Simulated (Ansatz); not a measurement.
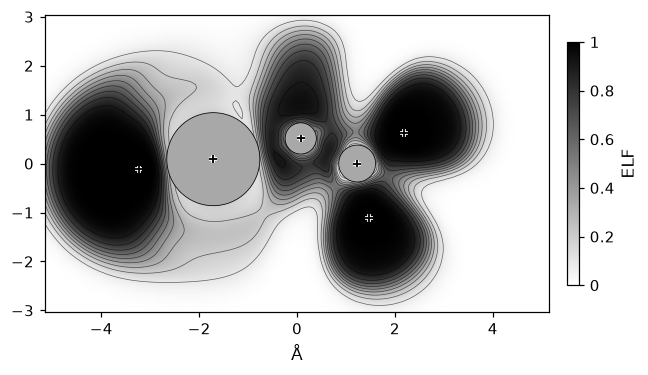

The electron localisation function on a plane through atoms (crosses mark nuclei in the plane; grey discs cover the cores).

Level of theory: Ansatz, isolated molecule in a Gaussian basis; Kohn-Sham density functional theory, functional PBE0.

Candidates:
A. CH3CuN (charge −1)
B. BLiNS (charge +1)
C. OSSi

Which candidate gave the map?

Answer. Candidate A: CH3CuN on the molecular plane, which holds C, Cu, N and H. C–N (1.26 Å): the ELF peaks at about 0.90 between the atoms: a multiple bond. Cu–N (1.84 Å): the ELF peaks at about 0.90 in the valence shell of N, 0.6 Å from its nucleus, and is about 0.25 at the midpoint.
